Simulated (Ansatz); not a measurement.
# GaSiH₃ + H₂: a complex and its separated parts, part 2 of 2

Ansatz 0.2.0, Gaussian basis.

## (13) CAM-B3LYP-D4/def2-TZVPP

The inputs:

parta/in.yaml

```yaml
crystal:
  periodic: [false, false, false]
  atoms:
    - {symbol: Ga, position_ang: [-0.865595, -0.498877, 1.679525]}
    - {symbol: Si, position_ang: [0.889995, 0.555656, 0.084928]}
    - {symbol: H, position_ang: [2.278587, 0.051021, 0.332728]}
    - {symbol: H, position_ang: [0.970894, 2.046127, 0.212206]}
    - {symbol: H, position_ang: [0.610895, 0.285315, -1.361868]}
basis:
  gaussian: {orbitals: def2-TZVPP}
hamiltonian: {xc: {name: CAM-B3LYP}, dispersion: d4}
```

partb/in.yaml

```yaml
crystal:
  periodic: [false, false, false]
  atoms:
    - {symbol: H, position_ang: [-1.674485, -1.059529, -0.678167]}
    - {symbol: H, position_ang: [-2.210394, -1.379613, -0.269352]}
basis:
  gaussian: {orbitals: def2-TZVPP}
hamiltonian: {xc: {name: CAM-B3LYP}, dispersion: d4}
```

The same command starts each run, in its folder.

Started as:

```sh
> ansatz run in.yaml --threads 2 --pin off --events-out ev --progress --plain --max-ram 4352MiB
```

parta printed (excerpt; [...] marks lines left out):

```text
Functional definition: CAM-B3LYP
  name "CAM-B3LYP"
  cite "Yanai, Tew & Handy, Chem. Phys. Lett. 393, 51 (2004) doi:10.1016/j.cplett.2004.06.011"
  cite "Iikura, Tsuneda, Yanai & Hirao, J. Chem. Phys. 115, 3540 (2001) doi:10.1063/1.1383587"
  cite "Becke, Phys. Rev. A 38, 3098 (1988) doi:10.1103/PhysRevA.38.3098"
  cite "Lee, Yang & Parr, Phys. Rev. B 37, 785 (1988) doi:10.1103/PhysRevB.37.785"
[...]
871 factors; their error is unknown
211 factors; integrals over basis functions are off by at most 1.3e-5 eV
[...]
mean field -60307.14211621 eV, -2216.2465951216 hartree, gradient 7.7e-5 eV, S^2 0.000000; 0 other end points of the search recorded, 0 dependent functions left out
reference -60307.14222907 eV, -2216.2465992692 hartree; 24, 24 occupied and 108, 108 virtual orbitals, 871 factors
Total energy: -60307.22456435 eV, -2216.2496250348 hartree
```

Log of partb (excerpt; [...] marks lines left out):

```text
[... 6 set-up lines as earlier in the session ...]
[...]
  # Exact exchange under (alpha + beta erf(omega r))/r, Becke's under what is left of 1/r.
[...]
118 factors; their error is unknown
42 factors; integrals over basis functions are off by at most 6.3e-5 eV
[...]
mean field -31.88030378 eV, -1.1715795547 hartree, gradient 6.4e-5 eV, S^2 0.000000; 0 other end points of the search recorded, 0 dependent functions left out
reference -31.88037372 eV, -1.1715821250 hartree; 1, 1 occupied and 27, 27 virtual orbitals, 118 factors
Total energy: -31.88188713 eV, -1.1716377416 hartree
```

They took 1.8 s (parta), 0.15 s (partb) on 2 threads of Arm Neoverse V2, shared host.

## (14) wB97X-V/def2-TZVPP

Each input of step 13 (parta, partb) changes in the same lines:

```diff
-hamiltonian: {xc: {name: CAM-B3LYP}, dispersion: d4}
+hamiltonian: {xc: {name: wB97X-V}}
```

One command serves all of them, each in its own folder.

Started as:

```sh
> ansatz run in.yaml --threads 2 --pin off --events-out ev --progress --plain --max-ram 4352MiB
```

Output in parta (excerpt; [...] marks lines left out):

```text
Functional definition: wB97X-V
  name "wB97X-V"
  cite "Mardirossian & Head-Gordon, Phys. Chem. Chem. Phys. 16, 9904 (2014) doi:10.1039/C3CP54374A"
[... 2 set-up lines as earlier in the session ...]
[...]
      + integral(e_c_pw_opposite_spin*poly(b97_u_opposite, cos0, cos1)) + vv10(b, c)
871 factors; their error is unknown
197 factors; integrals over basis functions are off by at most 8.9e-6 eV
[...]
mean field -60297.61213332 eV, -2215.8963747101 hartree, gradient 2.9e-5 eV, S^2 0.000000; 0 other end points of the search recorded, 0 dependent functions left out
reference -60297.61213150 eV, -2215.8963746431 hartree; 24, 24 occupied and 108, 108 virtual orbitals, 871 factors
Total energy: -60297.61213150 eV, -2215.8963746431 hartree
```

Log of partb (excerpt; [...] marks lines left out):

```text
[... 5 set-up lines as earlier in the session ...]
[...]
      + integral(e_c_pw_opposite_spin*poly(b97_u_opposite, cos0, cos1)) + vv10(b, c)
118 factors; their error is unknown
42 factors; integrals over basis functions are off by at most 3.0e-5 eV
[...]
mean field -31.90859940 eV, -1.1726193996 hartree, gradient 8.8e-5 eV, S^2 0.000000; 0 other end points of the search recorded, 0 dependent functions left out
reference -31.90859840 eV, -1.1726193628 hartree; 1, 1 occupied and 27, 27 virtual orbitals, 118 factors
Total energy: -31.90859840 eV, -1.1726193628 hartree
```

They took 4.3 s (parta), 0.2 s (partb) on 2 threads of Arm Neoverse V2, shared host.

## (15) wB97M-V/def2-TZVPP

Each input of step 14 (parta, partb) changes in the same lines:

```diff
-hamiltonian: {xc: {name: wB97X-V}}
+hamiltonian: {xc: {name: wB97M-V}}
```

One command serves all of them, each in its own folder.

Started as:

```sh
> ansatz run in.yaml --threads 2 --pin off --events-out ev --progress --plain --max-ram 4352MiB
```

Log of parta (excerpt; [...] marks lines left out):

```text
Functional definition: wB97M-V
  name "wB97M-V"
  cite "Mardirossian & Head-Gordon, J. Chem. Phys. 144, 214110 (2016) doi:10.1063/1.4952647"
[... 2 set-up lines as earlier in the session ...]
  # Of w^i u^j: cxij and so on, Table III.
[...]
  gx(w, u) = 1 - cx + cx01*u + cx10*w
[...]
      + integral(e_c_pw_mod_opposite_spin*gos(b97_w_opposite, b97_u_opposite)) + vv10(b, c)
871 factors; their error is unknown
197 factors; integrals over basis functions are off by at most 8.9e-6 eV
[...]
mean field -60300.14860836 eV, -2215.9895884483 hartree, gradient 2.5e-5 eV, S^2 0.000000; 0 other end points of the search recorded, 0 dependent functions left out
reference -60300.14865284 eV, -2215.9895900830 hartree; 24, 24 occupied and 108, 108 virtual orbitals, 871 factors
Total energy: -60300.14865284 eV, -2215.9895900830 hartree
```

partb printed (excerpt; [...] marks lines left out):

```text
[... 5 set-up lines as earlier in the session ...]
  # Of w^i u^j: cxij and so on, Table III.
[...]
  gx(w, u) = 1 - cx + cx01*u + cx10*w
[...]
      + integral(e_c_pw_mod_opposite_spin*gos(b97_w_opposite, b97_u_opposite)) + vv10(b, c)
118 factors; their error is unknown
42 factors; integrals over basis functions are off by at most 3.0e-5 eV
[...]
mean field -31.60111315 eV, -1.1613194881 hartree, gradient 7.3e-6 eV, S^2 0.000000; 0 other end points of the search recorded, 0 dependent functions left out
reference -31.60113740 eV, -1.1613203795 hartree; 1, 1 occupied and 27, 27 virtual orbitals, 118 factors
Total energy: -31.60113740 eV, -1.1613203795 hartree
```

Times: 5.5 s (parta), 0.2 s (partb) on 2 threads of Arm Neoverse V2, shared host.

## (16) B2PLYP/def2-TZVPP

Each input of step 15 (parta, partb) changes in the same lines:

```diff
-hamiltonian: {xc: {name: wB97M-V}}
+hamiltonian: {xc: {name: B2PLYP}}
```

Each run has its own folder and the same command.

Started as:

```sh
> ansatz run in.yaml --threads 2 --pin off --events-out ev --progress --plain --max-ram 4352MiB
```

parta printed (excerpt; [...] marks lines left out):

```text
Functional definition: B2PLYP
  name "B2PLYP"
  cite "Grimme, J. Chem. Phys. 124, 034108 (2006) doi:10.1063/1.2148954"
[... 2 set-up lines as earlier in the session ...]
[...]
792 factors; integrals over basis functions are off by at most 1.0e-3 eV
[...]
mean field -60287.49672925 eV, -2215.5246404671 hartree, gradient 4.6e-6 eV, S^2 0.000000; 0 other end points of the search recorded, 0 dependent functions left out
14 core orbitals not correlated: weight in the atoms' cores, before any rotation towards them, 1.000 or more for the frozen orbitals, at most 0.000 for the correlated occupied ones
reference -60287.49687535 eV, -2215.5246458361 hartree; 10, 10 occupied and 108, 108 virtual orbitals, 792 factors
second order -11.13303351 eV of doubles, -0.00000000 eV of singles
Total energy: -60290.50279440 eV, -2215.6351113236 hartree
```

Output in partb (excerpt; [...] marks lines left out):

```text
[... 5 set-up lines as earlier in the session ...]
[...]
145 factors; integrals over basis functions are off by at most 7.3e-4 eV
[...]
mean field -31.55848938 eV, -1.1597530936 hartree, gradient 1.1e-6 eV, S^2 0.000000; 0 other end points of the search recorded, 0 dependent functions left out
reference -31.55857879 eV, -1.1597563795 hartree; 1, 1 occupied and 27, 27 virtual orbitals, 145 factors
second order -1.02366670 eV of doubles, -0.00000000 eV of singles
Total energy: -31.83496880 eV, -1.1699135250 hartree
```

Wall times: 2.6 s (parta), 0.1 s (partb) on 2 threads of Arm Neoverse V2, shared host.

## (17) PBE-QIDH/def2-TZVPP

Each input of step 16 (parta, partb) changes in the same lines:

```diff
-hamiltonian: {xc: {name: B2PLYP}}
+hamiltonian: {xc: {name: PBE-QIDH}}
```

Each run has its own folder and the same command.

Started as:

```sh
> ansatz run in.yaml --threads 2 --pin off --events-out ev --progress --plain --max-ram 4352MiB
```

parta printed (excerpt; [...] marks lines left out):

```text
Functional definition: PBE-QIDH
  name "PBE-QIDH"
  cite "Brémond, Sancho-García, Pérez-Jiménez & Adamo, J. Chem. Phys. 141, 031101 (2014) doi:10.1063/1.4890314"
[... 1 set-up line as earlier in the session ...]
[...]
792 factors; integrals over basis functions are off by at most 1.0e-3 eV
[...]
mean field -60278.36078871 eV, -2215.1889008445 hartree, gradient 9.8e-6 eV, S^2 0.000000; 0 other end points of the search recorded, 0 dependent functions left out
14 core orbitals not correlated: weight in the atoms' cores, before any rotation towards them, 1.000 or more for the frozen orbitals, at most 0.000 for the correlated occupied ones
reference -60278.36079970 eV, -2215.1889012486 hartree; 10, 10 occupied and 108, 108 virtual orbitals, 792 factors
second order -10.23282496 eV of doubles, -0.00000000 eV of singles
Total energy: -60281.77174136 eV, -2215.3142510424 hartree
```

Log of partb (excerpt; [...] marks lines left out):

```text
[... 4 set-up lines as earlier in the session ...]
[...]
145 factors; integrals over basis functions are off by at most 7.3e-4 eV
[...]
mean field -31.52724875 eV, -1.1586050216 hartree, gradient 1.4e-6 eV, S^2 0.000000; 0 other end points of the search recorded, 0 dependent functions left out
reference -31.52725517 eV, -1.1586052575 hartree; 1, 1 occupied and 27, 27 virtual orbitals, 145 factors
second order -0.95920743 eV of doubles, -0.00000000 eV of singles
Total energy: -31.84699098 eV, -1.1703553318 hartree
```

Wall times: 2.8 s (parta), 0.1 s (partb) on 2 threads of Arm Neoverse V2, shared host.

## (18) RPA on PBE/def2-TZVPP

Each input of step 17 (parta, partb) changes in the same lines:

```diff
-hamiltonian: {xc: {name: PBE-QIDH}}
+hamiltonian: {xc: pbe}
+correlation: {method: rpa}
```

The same command starts each run, in its folder.

Started as:

```sh
> ansatz run in.yaml --threads 2 --pin off --events-out ev --progress --plain --max-ram 4352MiB
```

Output in parta (excerpt; [...] marks lines left out):

```text
[... 4 set-up lines as earlier in the session ...]
[...]
792 factors; integrals over basis functions are off by at most 1.0e-3 eV
[...]
mean field -60291.70918833 eV, -2215.6794454828 hartree, gradient 2.2e-6 eV, S^2 0.000000; 0 other end points of the search recorded, 0 dependent functions left out
14 core orbitals not correlated: weight in the atoms' cores, before any rotation towards them, 1.000 or more for the frozen orbitals, at most 0.000 for the correlated occupied ones
reference -60242.43630143 eV, -2213.8687002878 hartree; 10, 10 occupied and 108, 108 virtual orbitals, 792 factors
Total energy: -60258.40253421 eV, -2214.4554485201 hartree
```

partb printed (excerpt; [...] marks lines left out):

```text
[... 4 set-up lines as earlier in the session ...]
[...]
145 factors; integrals over basis functions are off by at most 7.3e-4 eV
[...]
mean field -31.73221852 eV, -1.1661375218 hartree, gradient 1.4e-6 eV, S^2 0.000000; 0 other end points of the search recorded, 0 dependent functions left out
reference -30.80639656 eV, -1.1321141924 hartree; 1, 1 occupied and 27, 27 virtual orbitals, 145 factors
Total energy: -32.86230413 eV, -1.2076674020 hartree
```

They took 2.2 s (parta), 0.1 s (partb) on 2 threads of Arm Neoverse V2, shared host.

## (19) CCSD(T)/def2-TZVPP

Each input of step 18 (parta, partb) changes in the same lines:

```diff
-hamiltonian: {xc: pbe}
-correlation: {method: rpa}
+correlation: {method: ccsd_t}
```

One command serves all of them, each in its own folder.

Started as:

```sh
> ansatz run in.yaml --threads 2 --pin off --events-out ev --progress --plain --max-ram 4352MiB
```

Output in parta (excerpt; [...] marks lines left out):

```text
Functional definition: HF
  name "HF"
  cite "Fock, Z. Phys. 61, 126 (1930) doi:10.1007/BF01340294"
[... 1 set-up line as earlier in the session ...]
[...]
792 factors; integrals over basis functions are off by at most 1.0e-3 eV
[...]
mean field -60243.57873252 eV, -2213.9106838557 hartree, gradient 7.3e-6 eV, S^2 0.000000; 0 other end points of the search recorded, 0 dependent functions left out; unrestricted orbitals would lower it
[...]
reference -60243.57873252 eV, -2213.9106838557 hartree; 10, 10 occupied and 108, 108 virtual orbitals, 792 factors
second order -8.92287677 eV of doubles, -0.00000000 eV of singles
cycle   1  -9.21208672 eV  change   -2.9e-1 eV  update   9.7e-2
[...]
cycle   9  -9.71266703 eV  change   -6.9e-6 eV  update   1.4e-5
perturbative correction -0.37834044 eV, -0.0139037546 hartree
Total energy: -60253.66973998 eV, -2214.2815215401 hartree
```

Log of partb (excerpt; [...] marks lines left out):

```text
[... 4 set-up lines as earlier in the session ...]
[...]
145 factors; integrals over basis functions are off by at most 7.3e-4 eV
[...]
mean field -30.82770084 eV, -1.1328971101 hartree, gradient 4.3e-7 eV, S^2 0.000000; 0 other end points of the search recorded, 0 dependent functions left out
reference -30.82770084 eV, -1.1328971101 hartree; 1, 1 occupied and 27, 27 virtual orbitals, 145 factors
second order -0.86257584 eV of doubles, -0.00000000 eV of singles
cycle   1  -1.00723194 eV  change   -1.4e-1 eV  update   2.6e-2
[...]
cycle   7  -1.07308175 eV  change    6.8e-7 eV  update   4.1e-7
perturbative correction -0.00000000 eV, -0.0000000000 hartree
Total energy: -31.90078259 eV, -1.1723321371 hartree
```

Wall times: 9 s (parta), 0.1 s (partb) on 2 threads of Arm Neoverse V2, shared host; peak memory 0.61 GiB.

## (20) Vibrations of GaSiH₃

vib-parta/in.yaml reads:

```yaml
crystal:
  periodic: [false, false, false]
  atoms:
    - {symbol: Ga, position_ang: [-0.865595, -0.498877, 1.679525]}
    - {symbol: Si, position_ang: [0.889995, 0.555656, 0.084928]}
    - {symbol: H, position_ang: [2.278587, 0.051021, 0.332728]}
    - {symbol: H, position_ang: [0.970894, 2.046127, 0.212206]}
    - {symbol: H, position_ang: [0.610895, 0.285315, -1.361868]}
basis:
  gaussian: {orbitals: def2-TZVP}
hamiltonian: {xc: pbe0, dispersion: d4}
phonons: {temperatures: {t_min: 298.15, t_max: 900, t_step: 200}}
```

Started as:

```sh
> ansatz run in.yaml --threads 2 --pin off --events-out ev --progress --plain --max-ram 4352MiB
```

Output (excerpt; [...] marks lines left out):

```text
[... 5 set-up lines as earlier in the session ...]
[...]
813 factors; their error is unknown
[...]
mean field -60293.50966724 eV, -2215.7456118625 hartree, gradient 4.2e-5 eV, S^2 0.000000; 0 other end points of the search recorded, 0 dependent functions left out
[...]
Atom 2 at     2.278587     0.051021     0.332728 Å, force     0.001546    -0.001198     0.000164 eV/Å
Atom 3 at     0.970894     2.046127     0.212206 Å, force    -0.000515     0.001874     0.000004 eV/Å
Atom 4 at     0.610895     0.285315    -1.361868 Å, force    -0.001836    -0.001169     0.000619 eV/Å
Dipole moment:    -0.223334    -0.134219     0.201418 e Å
Vibrations: 254.65 255.03 260.30 835.32 930.24 930.29 2153.38 2165.63 2165.77 cm⁻¹, zero-point energy 0.616859 eV
```

Run time: 30 s. Hardware: 2 threads of Arm Neoverse V2, shared host.

The modes, with what each moves most:

```
mode  wavenumber (cm⁻¹)      character
   1                255           bend
   2                255           bend
   3                260  Ga–Si stretch
   4                835           bend
   5                930           bend
   6                930           bend
   7               2153   Si–H stretch
   8               2166   Si–H stretch
   9               2166   Si–H stretch
```

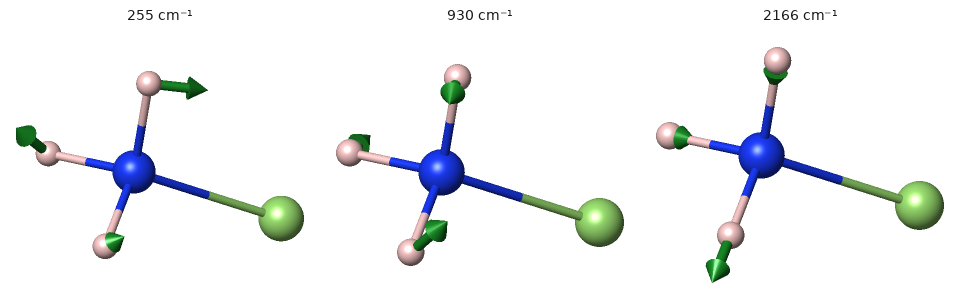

How the atoms move in 3 of the modes.

Vibrational sums (real modes only):

| T (K) | entropy (J/mol/K) | heat capacity (J/mol/K) |
| --- | --- | --- |
| 298 | 22.9 | 28.4 |
| 498 | 40.5 | 40.4 |
| 698 | 55.6 | 49.1 |
| 898 | 68.8 | 55.6 |

## (21) Vibrations of H₂

vib-partb/in.yaml reads:

```yaml
crystal:
  periodic: [false, false, false]
  atoms:
    - {symbol: H, position_ang: [-1.674485, -1.059529, -0.678167]}
    - {symbol: H, position_ang: [-2.210394, -1.379613, -0.269352]}
basis:
  gaussian: {orbitals: def2-TZVP}
hamiltonian: {xc: pbe0, dispersion: d4}
phonons: {temperatures: {t_min: 298.15, t_max: 900, t_step: 200}}
```

Started as:

```sh
> ansatz run in.yaml --threads 2 --pin off --events-out ev --progress --plain --max-ram 4352MiB
```

Output (excerpt; [...] marks lines left out):

```text
[... 5 set-up lines as earlier in the session ...]
[...]
88 factors; their error is unknown
[...]
mean field -31.78865267 eV, -1.1682114385 hartree, gradient 1.8e-5 eV, S^2 0.000000; 0 other end points of the search recorded, 0 dependent functions left out
[...]
reference -31.78856144 eV, -1.1682080860 hartree; 1, 1 occupied and 11, 11 virtual orbitals, 88 factors
Total energy: -31.79027509 eV, -1.1682710614 hartree
Atom 0 at    -1.674485    -1.059529    -0.678167 Å, force    -0.001595    -0.000953     0.001217 eV/Å
Atom 1 at    -2.210394    -1.379613    -0.269352 Å, force     0.001595     0.000953    -0.001217 eV/Å
Dipole moment:    -0.000000    -0.000000     0.000000 e Å
Vibrations: 4414.21 cm⁻¹, zero-point energy 0.273646 eV
```

It took 0.2 s on 2 threads of Arm Neoverse V2, shared host.

Wavenumbers and character of the modes:

```
mode  wavenumber (cm⁻¹)    character
   1               4414  H–H stretch
```

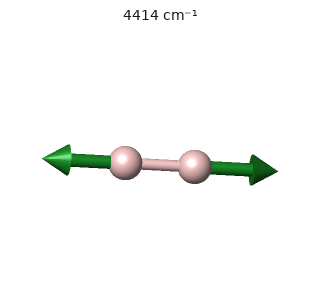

Displacements of 1 modes, as arrows.

Vibrational sums (real modes only):

```
T (K)  entropy (J/mol/K)  heat capacity (J/mol/K)
  298                0.0                      0.0
  498                0.0                      0.0
  698                0.0                      0.1
  898                0.1                      0.4
```

## (22) Complex less separated parts

The complex's own energies come from single points at the same levels.

Rows are in def2-TZVPP; times add the 3 runs of a level on a shared host, so small differences are noise.

```
      method                    rung  complex less parts (kJ/mol)  from CCSD(T) (kJ/mol)   time
       SPW92                     LDA                       -19.93                 -18.21  1.6 s
      PBE-D4                     GGA                        -9.48                  -7.76  2.6 s
     BLYP-D4                     GGA                        -5.33                  -3.61  2.7 s
   r2SCAN-D4                meta-GGA                        -6.02                  -4.30  6.4 s
      B97M-V                meta-GGA                        -4.74                  -3.02   15 s
     PBE0-D4                  hybrid                        -7.91                  -6.19  3.8 s
    B3LYP-D4                  hybrid                        -5.15                  -3.43    4 s
  r2SCAN0-D4                  hybrid                        -6.02                  -4.30  7.4 s
    BHLYP-D4                  hybrid                        -4.29                  -2.57  3.9 s
CAM-B3LYP-D4  range-separated hybrid                        -4.91                  -3.19  4.5 s
     wB97X-V  range-separated hybrid                        -4.24                  -2.52   11 s
     wB97M-V  range-separated hybrid                        -5.09                  -3.37   14 s
      B2PLYP           double hybrid                        -0.75                  +0.97  6.5 s
    PBE-QIDH           double hybrid                        -4.02                  -2.30  6.9 s
  RPA on PBE                     RPA                         2.23                  +3.95  5.4 s
Hartree-Fock            wavefunction                         8.95                 +10.67       
         MP2            wavefunction                        -2.59                  -0.87       
        CCSD            wavefunction                        -0.28                  +1.44       
     CCSD(T)            wavefunction                        -1.72                      0   34 s
```

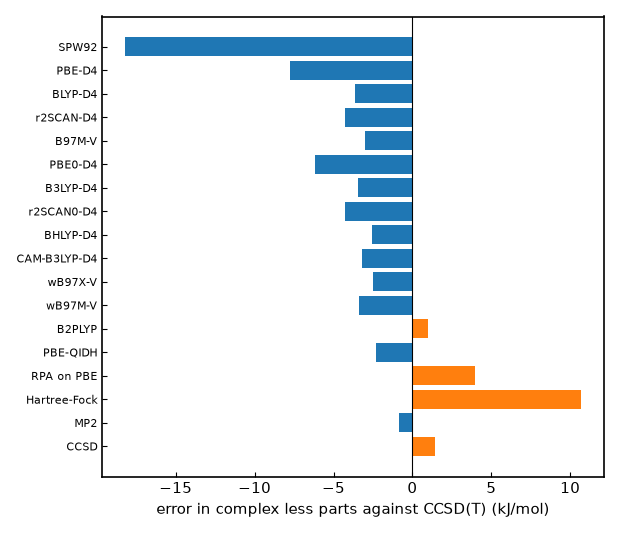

How far each level lands from CCSD(T).

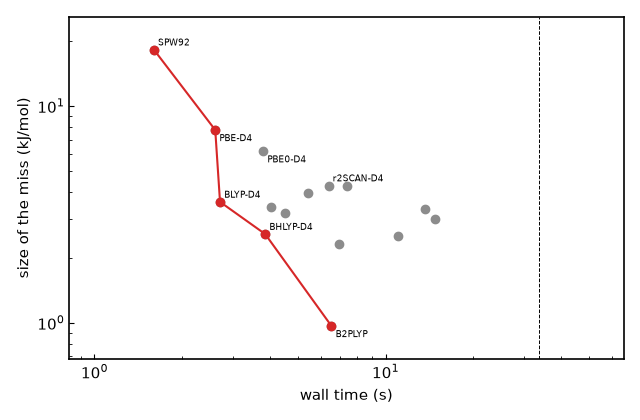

Accuracy for the time spent; red marks the levels that beat every quicker one drawn (of those quicker than the yardstick), and the dashed line is the time of CCSD(T). Only those levels and the largest misses are named. Times are from a shared host.

For cost: B2PLYP gets within 0.97 kJ/mol in 6.5 s, where CCSD(T) took 34 s; the quickest level in the cost chart, SPW92, takes 1.6 s and misses by 18.21 kJ/mol.

The complex's zero-point energy, from a separate PBE0-D4 run, is 0.961 eV.

## (23) Outcome

This closing draws on all 2 parts.

| quantity | value |
| --- | --- |
| complex less parts, CCSD(T)/def2-TZVPP | -1.72 kJ/mol |
| with zero-point energy | +5.07 kJ/mol |
| largest T1 diagnostic | 0.014 |

At CCSD(T) the complex lies 1.72 kJ/mol below its parts. Among the functionals B2PLYP lands nearest to CCSD(T) (+0.97 kJ/mol) and SPW92 farthest (-18.21 kJ/mol). Mean unsigned error by rung: LDA 18.21, GGA 5.68, meta-GGA 3.66, hybrid 4.12, range-separated hybrid 3.03, double hybrid 1.63 kJ/mol. PBE-D4 gives a relative energy 7.76 kJ/mol too low, an error of 451 % of the reference. The complex's frequency run has imaginary modes: the structure is no minimum, so both the energy and the zero-point correction are in doubt. No counterpoise was applied, and triple zeta lacks some correlation, so the CCSD(T) reference has a basis error of its own, and close matches with it are partly luck. The restricted Hartree–Fock reference is unstable towards an unrestricted one at one or more of these structures.
